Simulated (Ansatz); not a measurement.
# Ga₂GeH₆: one molecule under many settings

How do the results and run time of Ga₂GeH₆ respond when the settings are drawn wide?

Program: Ansatz 0.2.0, Gaussian basis. Level of theory: the settings change from run to run. These are calculated values, not measurements.

### Step 1. The molecule

An earlier PBE0-D4 in a triple-zeta def2 set relaxation fixed the geometry.

SMILES `[GaH2][GaH][GeH3]`, 9 atoms, charge 0, spin multiplicity 1.

Atoms are counted from 1 here; the program's logs count them from 0.

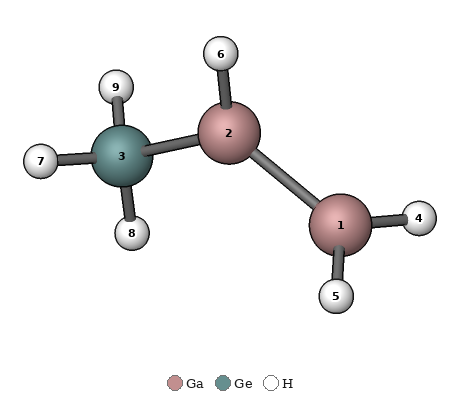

The structure; gallium pink, germanium teal, hydrogen white; atoms are numbered from 1 in the order of the file.

### Step 2. PBE/def2-TZVPP

Set apart from the defaults: coordinates scaled by 1.12, D3(BJ) with three-body dispersion.

The input, in.yaml:

```yaml
crystal:
  periodic: [false, false, false]
  atoms:
    - {symbol: Ga, position_ang: [-2.016334, 0.736676, -1.682703]}
    - {symbol: Ga, position_ang: [-0.418968, 0.809649, 0.556890]}
    - {symbol: Ge, position_ang: [1.674823, -0.932787, 0.958802]}
    - {symbol: H, position_ang: [-3.470558, -0.263756, -1.756873]}
    - {symbol: H, position_ang: [-1.615843, 1.645706, -3.143766]}
    - {symbol: H, position_ang: [-0.656217, 1.988266, 1.855651]}
    - {symbol: H, position_ang: [3.168801, -0.075620, 1.099404]}
    - {symbol: H, position_ang: [1.868748, -2.084884, -0.312132]}
    - {symbol: H, position_ang: [1.465549, -1.823239, 2.424717]}
basis:
  gaussian: {orbitals: def2-TZVPP}
hamiltonian: {xc: {name: PBE}, dispersion: d3bjatm}
output: {forces: true}
```

Run with:

```console
$ ansatz run in.yaml --threads 4 --pin off --events-out ev --progress --plain --max-ram 10444MiB
```

What it wrote (excerpt; [...] marks lines left out):

```text
Functional definition: PBE
  name "PBE"
  cite "Perdew, Burke & Ernzerhof, Phys. Rev. Lett. 77, 3865 (1996) doi:10.1103/PhysRevLett.77.3865"
  parent pbe
[...]
1448 factors; their error is unknown
[...]
mean field -161345.29510360 eV, -5929.3302312883 hartree, gradient 1.1e-5 eV, S^2 0.000000; 0 other end points of the search recorded, 0 dependent functions left out
[...]
reference -161345.29515699 eV, -5929.3302332505 hartree; 50, 50 occupied and 178, 178 virtual orbitals, 1448 factors
Total energy: -161345.45450239 eV, -5929.3360890858 hartree
Atom 0 at    -2.016334     0.736676    -1.682703 Å, force    -0.296709    -0.054990    -0.469824 eV/Å
Atom 1 at    -0.418968     0.809649     0.556890 Å, force     0.096347     0.172126     0.355347 eV/Å
Atom 2 at     1.674823    -0.932787     0.958802 Å, force     0.570152    -0.432536     0.157341 eV/Å
Atom 3 at    -3.470558    -0.263756    -1.756873 Å, force     1.242046     0.846037     0.081691 eV/Å
Atom 4 at    -1.615843     1.645706    -3.143766 Å, force    -0.324413    -0.767480     1.254240 eV/Å
Atom 5 at    -0.656217     1.988266     1.855651 Å, force     0.189819    -0.951393    -1.048963 eV/Å
Atom 6 at     3.168801    -0.075620     1.099404 Å, force    -1.531389    -0.913808    -0.143109 eV/Å
Atom 7 at     1.868748    -2.084884    -0.312132 Å, force    -0.188006     1.196061     1.336348 eV/Å
Atom 8 at     1.465549    -1.823239     2.424717 Å, force     0.242155     0.905982    -1.523071 eV/Å
Dipole moment:    -0.138932     0.104038    -0.040829 e Å
```

Wall time 0.9 s (4 threads of AMD EPYC 9R45, shared host).

Largest force 1.803 eV/Å, dipole 0.86 D.

### Step 3. SVWN5/def2-TZVPD

Set apart from the defaults: atoms shaken by 0.15 Å, high accuracy.

The input, in.yaml:

```yaml
crystal:
  periodic: [false, false, false]
  atoms:
    - {symbol: Ga, position_ang: [-2.026714, 0.613564, -1.428112]}
    - {symbol: Ga, position_ang: [-0.584129, 0.619281, 0.467535]}
    - {symbol: Ge, position_ang: [1.348139, -0.677929, 0.973135]}
    - {symbol: H, position_ang: [-3.313894, -0.420785, -1.599119]}
    - {symbol: H, position_ang: [-1.549212, 1.523341, -2.729126]}
    - {symbol: H, position_ang: [-0.742499, 1.808539, 1.467427]}
    - {symbol: H, position_ang: [2.727885, -0.051760, 0.922236]}
    - {symbol: H, position_ang: [1.812600, -1.800562, -0.178049]}
    - {symbol: H, position_ang: [1.171818, -1.908684, 2.247405]}
basis:
  gaussian: {orbitals: def2-TZVPD}
hamiltonian: {xc: {name: SVWN5}}
accuracy: high
```

Same command.

What it wrote:

```text
Functional definition: SVWN5
  name "SVWN5"
  cite "Dirac, Proc. Camb. Phil. Soc. 26, 376 (1930) doi:10.1017/S0305004100016108"
  cite "Slater, Phys. Rev. 81, 385 (1951) doi:10.1103/PhysRev.81.385"
  cite "Vosko, Wilk & Nusair, Can. J. Phys. 58, 1200 (1980) doi:10.1139/p80-159"
  exchange = slater_x
  correlation = vwn5_c
3546 factors; integrals over basis functions are off by at most 5.6e-9 eV
mean field evaluation 1: about -161115.9508 eV, gradient 5.9e1 eV
mean field evaluation 2: about -161112.8741 eV, gradient 8.7e1 eV
mean field evaluation 4: about -161119.4683 eV, gradient 2.4e0 eV
mean field evaluation 8: about -161119.4660 eV, gradient 4.5e-2 eV
mean field evaluation 16: about -161119.4660 eV, gradient 8.8e-6 eV
mean field -161119.46597268 eV, -5921.0311637995 hartree, gradient 6.9e-8 eV, S^2 0.000000; 0 other end points of the search recorded, 0 dependent functions left out
reference -161119.46597883 eV, -5921.0311640255 hartree; 50, 50 occupied and 166, 166 virtual orbitals, 3546 factors
Total energy: -161119.46597883 eV, -5921.0311640255 hartree
```

It took 2.6 s on 4 threads of AMD EPYC 9R45, shared host; peak memory 1.1 GiB.

### Step 4. PBEsol/pcseg-2

Set apart from the defaults: multiplicity 3, finite nuclei, D3(BJ) dispersion, the search for lower states set to off.

The input, in.yaml:

```yaml
crystal:
  periodic: [false, false, false]
  atoms:
    - {symbol: Ga, position_ang: [-1.800298, 0.657746, -1.502413]}
    - {symbol: Ga, position_ang: [-0.374079, 0.722901, 0.497223]}
    - {symbol: Ge, position_ang: [1.495378, -0.832845, 0.856073]}
    - {symbol: H, position_ang: [-3.098712, -0.235496, -1.568637]}
    - {symbol: H, position_ang: [-1.442717, 1.469380, -2.806934]}
    - {symbol: H, position_ang: [-0.585908, 1.775238, 1.656832]}
    - {symbol: H, position_ang: [2.829286, -0.067518, 0.981611]}
    - {symbol: H, position_ang: [1.668525, -1.861504, -0.278689]}
    - {symbol: H, position_ang: [1.308526, -1.627892, 2.164926]}
basis:
  gaussian: {orbitals: pcseg-2, nuclear_model: gaussian}
magnetization: {spin_polarized: true, initial_magnetization: 2}
hamiltonian: {xc: {name: PBEsol}, dispersion: d3bj}
scf: {lower_state_search: off}
```

Launched as before.

What it wrote (excerpt; [...] marks lines left out):

```text
Functional definition: PBEsol
  name "PBEsol"
  cite "Perdew et al., Phys. Rev. Lett. 100, 136406 (2008) doi:10.1103/PhysRevLett.100.136406"
  cite "Perdew, Burke & Ernzerhof, Phys. Rev. Lett. 77, 3865 (1996) doi:10.1103/PhysRevLett.77.3865"
  parent pbesol
[...]
1440 factors; their error is unknown
[...]
mean field -161227.41490782 eV, -5924.9982139953 hartree, gradient 4.7e-6 eV, S^2 2.003196; 0 other end points of the search recorded, 0 dependent functions left out
reference -161227.41497779 eV, -5924.9982165667 hartree; 51, 49 occupied and 162, 164 virtual orbitals, 1440 factors
Total energy: -161227.49528362 eV, -5925.0011677515 hartree
Checks for a lower state left out: stability, starts, cluster_reference, orbital_swaps, neighbouring_geometries, increment
```

Run time: 1.1 s. Hardware: 4 threads of AMD EPYC 9R45, shared host.

⟨S²⟩ 2.003.

### Step 5. r2SCAN50/aug-cc-pVDZ

Options: a point charge of -1.00 e beside it, high accuracy.

Edit in.yaml of step 4 so:

```diff
@@ -13,5 +13,4 @@
 basis:
-  gaussian: {orbitals: pcseg-2, nuclear_model: gaussian}
-magnetization: {spin_polarized: true, initial_magnetization: 2}
-hamiltonian: {xc: {name: PBEsol}, dispersion: d3bj}
-scf: {lower_state_search: off}
+  gaussian: {orbitals: aug-cc-pVDZ, point_charges: [{charge: -1.00, position_ang: [7.028, -0.227, 0.059]}]}
+hamiltonian: {xc: {name: r2SCAN50}}
+accuracy: high
```

Launched as before.

What it wrote (excerpt; [...] marks lines left out):

```text
Functional definition: r2SCAN50
  name "r2SCAN50"
  cite "Bursch, Neugebauer, Ehlert & Grimme, J. Chem. Phys. 156, 134105 (2022) doi:10.1063/5.0086040"
  cite "Furness, Kaplan, Ning, Perdew & Sun, J. Phys. Chem. Lett. 11, 8208 (2020) doi:10.1021/acs.jpclett.0c02405"
  cite "Furness, Kaplan, Ning, Perdew & Sun, J. Phys. Chem. Lett. 11, 9248 (2020) doi:10.1021/acs.jpclett.0c03077"
  parent r2scan
[...]
3299 factors; integrals over basis functions are off by at most 4.4e-9 eV
[...]
mean field -161364.36436029 eV, -5930.0310135460 hartree, gradient 2.4e-8 eV, S^2 0.000000; 0 other end points of the search recorded, 0 dependent functions left out
reference -161364.36436457 eV, -5930.0310137034 hartree; 50, 50 occupied and 112, 112 virtual orbitals, 3299 factors
Total energy: -161364.36436457 eV, -5930.0310137034 hartree
```

It took 7.5 s on 4 threads of AMD EPYC 9R45, shared host; peak memory 1.1 GiB.

### Step 6. wPBEh/x2c-TZVPPall

This run has charge -1, multiplicity 2, atoms shaken by 0.15 Å, density fitting with def2-universal-jkfit, the search for lower states set to light.

The input, in.yaml:

```yaml
crystal:
  periodic: [false, false, false]
  atoms:
    - {symbol: Ga, position_ang: [-1.801030, 0.735938, -1.546661]}
    - {symbol: Ga, position_ang: [-0.403280, 0.491600, 0.274449]}
    - {symbol: Ge, position_ang: [1.549159, -0.917768, 0.980494]}
    - {symbol: H, position_ang: [-3.041282, -0.201297, -1.650291]}
    - {symbol: H, position_ang: [-1.283689, 1.339498, -2.789720]}
    - {symbol: H, position_ang: [-0.412158, 1.668789, 1.776592]}
    - {symbol: H, position_ang: [2.539930, 0.034202, 0.817554]}
    - {symbol: H, position_ang: [1.575504, -1.609507, -0.414650]}
    - {symbol: H, position_ang: [1.380935, -1.637343, 2.023458]}
basis:
  gaussian: {orbitals: x2c-TZVPPall, fitting: {mean_field: def2-universal-jkfit}}
total_charge: -1
magnetization: {spin_polarized: true, initial_magnetization: 1}
hamiltonian: {xc: {name: wPBEh}}
scf: {lower_state_search: light}
```

Same command.

What it wrote (excerpt; [...] marks lines left out):

```text
Functional definition: wPBEh
  name "wPBEh"
  cite "Heyd, Scuseria & Ernzerhof, J. Chem. Phys. 118, 8207 (2003) doi:10.1063/1.1564060"
  cite "Krukau, Vydrov, Izmaylov & Scuseria, J. Chem. Phys. 125, 224106 (2006) doi:10.1063/1.2404663"
  cite "Heyd & Scuseria, J. Chem. Phys. 120, 7274 (2004) doi:10.1063/1.1668634"
  cite "Ernzerhof & Perdew, J. Chem. Phys. 109, 3313 (1998) doi:10.1063/1.476928"
  cite "Perdew, Burke & Ernzerhof, Phys. Rev. Lett. 77, 3865 (1996) doi:10.1103/PhysRevLett.77.3865"
  parent pbe
[...]
906 factors; integrals over basis functions are off by at most 1.3e0 eV
906 factors; integrals over basis functions are off by at most 1.8e-7 eV
[...]
mean field -162977.89391447 eV, -5989.3271309725 hartree, gradient 5.1e-6 eV, S^2 0.753272; 3 other end points of the search recorded, 0 dependent functions left out
reference -162977.89396450 eV, -5989.3271328111 hartree; 51, 50 occupied and 177, 178 virtual orbitals, 906 factors
Total energy: -162977.89396450 eV, -5989.3271328111 hartree
Relativity: scalar
```

Wall time 6.5 s (4 threads of AMD EPYC 9R45, shared host); peak memory 1.5 GiB.

⟨S²⟩ 0.753.

### Step 7. CAM-B3LYP/def2-TZVPD

This run has charge -1, multiplicity 2, atoms shaken by 0.03 Å.

The input, in.yaml:

```yaml
crystal:
  periodic: [false, false, false]
  atoms:
    - {symbol: Ga, position_ang: [-1.780490, 0.660117, -1.440477]}
    - {symbol: Ga, position_ang: [-0.385665, 0.706395, 0.456948]}
    - {symbol: Ge, position_ang: [1.481513, -0.790325, 0.823209]}
    - {symbol: H, position_ang: [-3.115866, -0.228715, -1.607244]}
    - {symbol: H, position_ang: [-1.408375, 1.483506, -2.820333]}
    - {symbol: H, position_ang: [-0.553118, 1.751988, 1.656516]}
    - {symbol: H, position_ang: [2.799484, -0.041091, 0.997552]}
    - {symbol: H, position_ang: [1.687650, -1.860480, -0.274637]}
    - {symbol: H, position_ang: [1.328842, -1.614763, 2.164836]}
basis:
  gaussian: {orbitals: def2-TZVPD}
total_charge: -1
magnetization: {spin_polarized: true, initial_magnetization: 1}
hamiltonian: {xc: {name: CAM-B3LYP}}
output: {forces: true}
```

The command is unchanged.

What it wrote (excerpt; [...] marks lines left out):

```text
Functional definition: CAM-B3LYP
  name "CAM-B3LYP"
  cite "Yanai, Tew & Handy, Chem. Phys. Lett. 393, 51 (2004) doi:10.1016/j.cplett.2004.06.011"
  cite "Iikura, Tsuneda, Yanai & Hirao, J. Chem. Phys. 115, 3540 (2001) doi:10.1063/1.1383587"
  cite "Becke, Phys. Rev. A 38, 3098 (1988) doi:10.1103/PhysRevA.38.3098"
  cite "Lee, Yang & Parr, Phys. Rev. B 37, 785 (1988) doi:10.1103/PhysRevB.37.785"
  cite "Vosko, Wilk & Nusair, Can. J. Phys. 58, 1200 (1980) doi:10.1139/p80-159"
[...]
  # Exact exchange under (alpha + beta erf(omega r))/r, Becke's under what is left of 1/r.
[...]
1540 factors; their error is unknown
536 factors; integrals over basis functions are off by at most 1.1e-5 eV
[...]
mean field -161381.89281339 eV, -5930.6751723162 hartree, gradient 3.7e-6 eV, S^2 0.753923; 2 other end points of the search recorded, 0 dependent functions left out
[...]
Total energy: -161381.89298610 eV, -5930.6751786631 hartree
Atom 0 at    -1.780490     0.660117    -1.440477 Å, force     0.024922     0.084715    -0.570163 eV/Å
Atom 1 at    -0.385665     0.706395     0.456948 Å, force     0.197535     0.243481     0.656393 eV/Å
Atom 2 at     1.481513    -0.790325     0.823209 Å, force    -0.815689    -0.094454     0.310921 eV/Å
Atom 3 at    -3.115866    -0.228715    -1.607244 Å, force    -0.000876     0.185969    -0.194222 eV/Å
Atom 4 at    -1.408375     1.483506    -2.820333 Å, force    -0.339886    -0.309277     0.228050 eV/Å
Atom 5 at    -0.553118     1.751988     1.656516 Å, force    -0.037208    -0.119357    -0.150816 eV/Å
Atom 6 at     2.799484    -0.041091     0.997552 Å, force     0.571178    -0.005547     0.038960 eV/Å
Atom 7 at     1.687650    -1.860480    -0.274637 Å, force     0.181513    -0.066184    -0.002384 eV/Å
Atom 8 at     1.328842    -1.614763     2.164836 Å, force     0.218511     0.080655    -0.316739 eV/Å
Dipole moment:     0.048039    -0.155911    -0.155237 e Å
```

Run time: 13 s. Hardware: 4 threads of AMD EPYC 9R45, shared host; peak memory 2.1 GiB.

Largest force 0.878 eV/Å, ⟨S²⟩ 0.754.

### Step 8. r2SCANh/cc-pVTZ

Options: finite nuclei, the search for lower states set to full.

The input, in.yaml:

```yaml
crystal:
  periodic: [false, false, false]
  atoms:
    - {symbol: Ga, position_ang: [-1.800298, 0.657746, -1.502413]}
    - {symbol: Ga, position_ang: [-0.374079, 0.722901, 0.497223]}
    - {symbol: Ge, position_ang: [1.495378, -0.832845, 0.856073]}
    - {symbol: H, position_ang: [-3.098712, -0.235496, -1.568637]}
    - {symbol: H, position_ang: [-1.442717, 1.469380, -2.806934]}
    - {symbol: H, position_ang: [-0.585908, 1.775238, 1.656832]}
    - {symbol: H, position_ang: [2.829286, -0.067518, 0.981611]}
    - {symbol: H, position_ang: [1.668525, -1.861504, -0.278689]}
    - {symbol: H, position_ang: [1.308526, -1.627892, 2.164926]}
basis:
  gaussian: {orbitals: cc-pVTZ, nuclear_model: gaussian}
hamiltonian: {xc: {name: r2SCANh}}
scf: {lower_state_search: full}
```

Same command.

What it wrote (excerpt; [...] marks lines left out):

```text
Functional definition: r2SCANh
  name "r2SCANh"
  cite "Bursch, Neugebauer, Ehlert & Grimme, J. Chem. Phys. 156, 134105 (2022) doi:10.1063/5.0086040"
  cite "Furness, Kaplan, Ning, Perdew & Sun, J. Phys. Chem. Lett. 11, 8208 (2020) doi:10.1021/acs.jpclett.0c02405"
  cite "Furness, Kaplan, Ning, Perdew & Sun, J. Phys. Chem. Lett. 11, 9248 (2020) doi:10.1021/acs.jpclett.0c03077"
  parent r2scan
[...]
1499 factors; their error is unknown
[...]
mean field -161372.17468715 eV, -5930.3180377640 hartree, gradient 3.3e-5 eV, S^2 0.000000; 0 other end points of the search recorded, 0 dependent functions left out
reference -161372.17470348 eV, -5930.3180383643 hartree; 50, 50 occupied and 163, 163 virtual orbitals, 1499 factors
Total energy: -161372.17470348 eV, -5930.3180383643 hartree
```

It took 2 s on 4 threads of AMD EPYC 9R45, shared host; peak memory 0.66 GiB.

### Step 9. BLYP/cc-pVDZ

Set apart from the defaults: charge +1, multiplicity 2, D3(BJ) with three-body dispersion, relativity set to none, the search for lower states set to full.

Edit in.yaml of step 8 so:

```diff
@@ -13,4 +13,7 @@
 basis:
-  gaussian: {orbitals: cc-pVTZ, nuclear_model: gaussian}
-hamiltonian: {xc: {name: r2SCANh}}
+  gaussian: {orbitals: cc-pVDZ}
+total_charge: 1
+magnetization: {spin_polarized: true, initial_magnetization: 1}
+hamiltonian: {xc: {name: BLYP}, dispersion: d3bjatm, pseudopotentials: {relativity: none}}
 scf: {lower_state_search: full}
+output: {forces: true}
```

Launched as before.

What it wrote (excerpt; [...] marks lines left out):

```text
Functional definition: BLYP
  name "BLYP"
  cite "Becke, Phys. Rev. A 38, 3098 (1988) doi:10.1103/PhysRevA.38.3098"
  cite "Lee, Yang & Parr, Phys. Rev. B 37, 785 (1988) doi:10.1103/PhysRevB.37.785"
[...]
1479 factors; their error is unknown
[...]
mean field -161365.11283366 eV, -5930.0585194350 hartree, gradient 2.0e-5 eV, S^2 0.751896; 7 other end points of the search recorded, 0 dependent functions left out
[...]
reference -161365.11325173 eV, -5930.0585347989 hartree; 50, 49 occupied and 61, 62 virtual orbitals, 1479 factors
Total energy: -161365.47743696 eV, -5930.0719183593 hartree
Atom 0 at    -1.800298     0.657746    -1.502413 Å, force    -0.846247    -0.280756    -1.519676 eV/Å
Atom 1 at    -0.374079     0.722901     0.497223 Å, force     0.213013     0.718885     1.268497 eV/Å
Atom 2 at     1.495378    -0.832845     0.856073 Å, force     1.159411    -1.374484    -0.342695 eV/Å
Atom 3 at    -3.098712    -0.235496    -1.568637 Å, force    -0.047749    -0.201918     0.531481 eV/Å
Atom 4 at    -1.442717     1.469380    -2.806934 Å, force     0.451267     0.310347     0.160016 eV/Å
Atom 5 at    -0.585908     1.775238     1.656832 Å, force    -0.226359     0.154635    -0.088119 eV/Å
Atom 6 at     2.829286    -0.067518     0.981611 Å, force    -0.044481     0.574177    -0.067784 eV/Å
Atom 7 at     1.668525    -1.861504    -0.278689 Å, force    -0.160581    -0.014965    -0.227288 eV/Å
Atom 8 at     1.308526    -1.627892     2.164926 Å, force    -0.498274     0.114080     0.285568 eV/Å
Dipole moment:    -0.212096     0.105763    -0.137557 e Å
```

Run time: 2.2 s. Hardware: 4 threads of AMD EPYC 9R45, shared host.

Largest force 1.831 eV/Å, ⟨S²⟩ 0.752.

### Step 10. wB97M-V/6-31G

This run has charge +1, multiplicity 2, atoms shaken by 0.03 Å, the search for lower states set to full.

The input, in.yaml:

```yaml
crystal:
  periodic: [false, false, false]
  atoms:
    - {symbol: Ga, position_ang: [-1.816868, 0.667349, -1.547486]}
    - {symbol: Ga, position_ang: [-0.402024, 0.746727, 0.497305]}
    - {symbol: Ge, position_ang: [1.479589, -0.905161, 0.907707]}
    - {symbol: H, position_ang: [-3.087215, -0.236131, -1.563197]}
    - {symbol: H, position_ang: [-1.425506, 1.443282, -2.792156]}
    - {symbol: H, position_ang: [-0.671632, 1.783986, 1.629674]}
    - {symbol: H, position_ang: [2.847634, -0.080402, 0.999552]}
    - {symbol: H, position_ang: [1.627717, -1.838312, -0.331271]}
    - {symbol: H, position_ang: [1.347089, -1.602448, 2.144819]}
basis:
  gaussian: {orbitals: 6-31G}
total_charge: 1
magnetization: {spin_polarized: true, initial_magnetization: 1}
hamiltonian: {xc: {name: wB97M-V}}
scf: {lower_state_search: full}
```

Same command.

What it wrote (excerpt; [...] marks lines left out):

```text
Functional definition: wB97M-V
  name "wB97M-V"
  cite "Mardirossian & Head-Gordon, J. Chem. Phys. 144, 214110 (2016) doi:10.1063/1.4952647"
  cite "Becke, J. Chem. Phys. 107, 8554 (1997) doi:10.1063/1.475007"
  cite "Vydrov & Van Voorhis, J. Chem. Phys. 133, 244103 (2010) doi:10.1063/1.3521275"
  # Of w^i u^j: cxij and so on, Table III.
[...]
  gx(w, u) = 1 - cx + cx01*u + cx10*w
  gss(w, u) = css00 + css04*u^4 + css10*w + css20*w^2 + css43*w^4*u^3
  gos(w, u) = cos00 + cos10*w + (cos20 + cos21*u)*w^2 + (cos60 + cos61*u)*w^6
[...]
      + integral(e_c_pw_mod_opposite_spin*gos(b97_w_opposite, b97_u_opposite)) + vv10(b, c)
942 factors; integrals over basis functions are off by at most 7.0e-4 eV
268 factors; integrals over basis functions are off by at most 3.7e-6 eV
[...]
mean field -161324.68209707 eV, -5928.5727172702 hartree, gradient 3.2e-5 eV, S^2 0.758994; 4 other end points of the search recorded, 0 dependent functions left out
reference -161324.68217693 eV, -5928.5727202052 hartree; 50, 49 occupied and 49, 50 virtual orbitals, 942 factors
Total energy: -161324.68217693 eV, -5928.5727202052 hartree
```

It took 8 s on 4 threads of AMD EPYC 9R45, shared host; peak memory 0.65 GiB.

⟨S²⟩ 0.759.

### Step 11. The runs in one table

```tsv
level	charge	multiplicity	geometry	functions	energy (eV)	time
PBE/def2-TZVPP	0	1	scaled	228	-161345.455	0.9 s
SVWN5/def2-TZVPD	0	1	shaken	216	-161119.466	2.6 s
PBEsol/pcseg-2	0	3	relaxed	213	-161227.495	1.1 s
r2SCAN50/aug-cc-pVDZ	0	1	relaxed, point charge	162	-161364.364	7.5 s
wPBEh/x2c-TZVPPall	-1	2	shaken	228	-162977.894	6.5 s
CAM-B3LYP/def2-TZVPD	-1	2	shaken	216	-161381.893	13 s
r2SCANh/cc-pVTZ	0	1	relaxed	213	-161372.175	2 s
BLYP/cc-pVDZ	1	2	relaxed	111	-161365.477	2.2 s
wB97M-V/6-31G	1	2	shaken	99	-161324.682	8 s
```

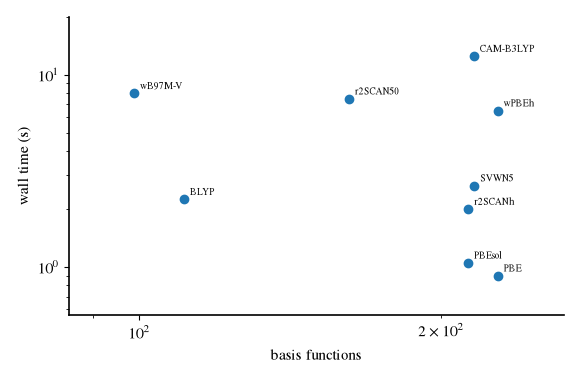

Wall time against the number of basis functions (shared host).

### Step 12. Outcome

```
quantity                       value
    runs                           9
quickest       PBE/def2-TZVPP, 0.9 s
 slowest  CAM-B3LYP/def2-TZVPD, 13 s
```

The runs differ in state or geometry as well as level, so their energies can't be set against each other. CAM-B3LYP/def2-TZVPD took 14 times as long as PBE/def2-TZVPP. The jobs differ in tasks and options as well as level.
